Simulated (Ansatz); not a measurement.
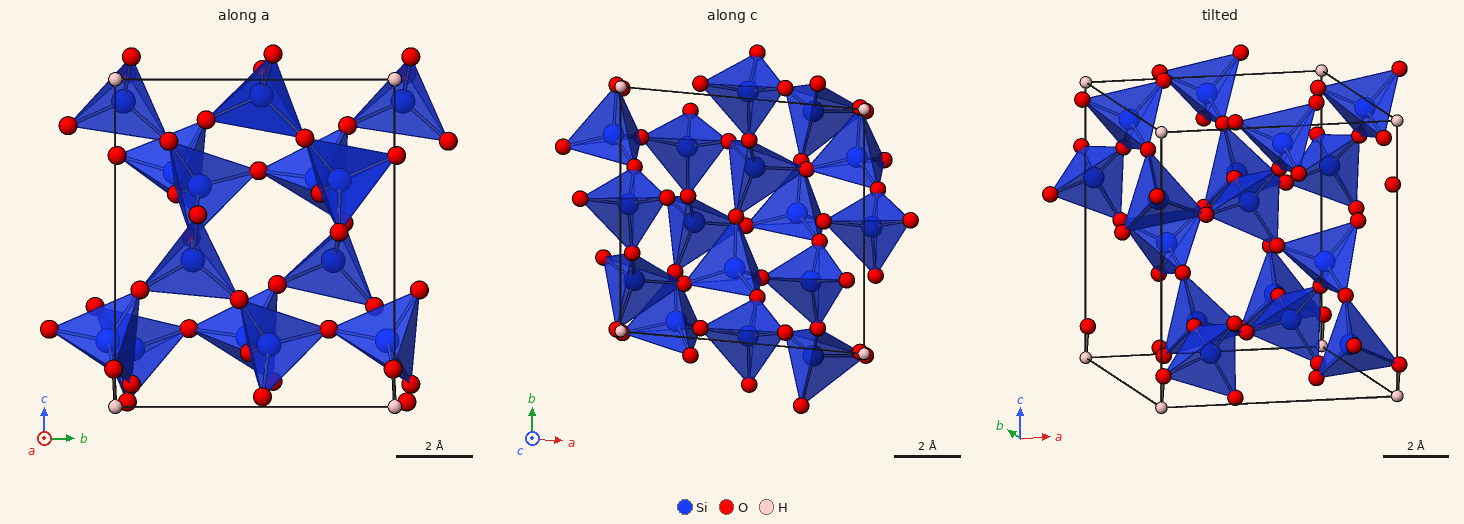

An orthographic polyhedral view of the structure, along the a axis, along the c axis and slightly off an axis. Lines trace the edges of the simulation cell. Some neighbours outside the box are added. Cell: a = 7.454 Å, b = 7.454 Å, c = 8.695 Å, α = 90.00°, β = 90.00°, γ = 95.32°.

Caption:

The solid is Si12HO24. The space group is P1: only translations remain. One cell contains 12 Si, 1 H, 24 O, 37 atoms in all. The polyhedra are SiO4 tetrahedra; they share corners. The Si atoms are each bonded to four O in a distorted tetrahedral arrangement at about 1.6 to 1.8 Å. Each H atom is coordinated by one O at about 1.0 Å. The bonds build a three-dimensional framework.

The structure comes from a structure listed in the Materials Project, repeated into a supercell with a point defect put in. The atoms were relaxed in a fixed cell with DFT PBE, scalar-relativistic, plane waves, PAW (Ansatz).
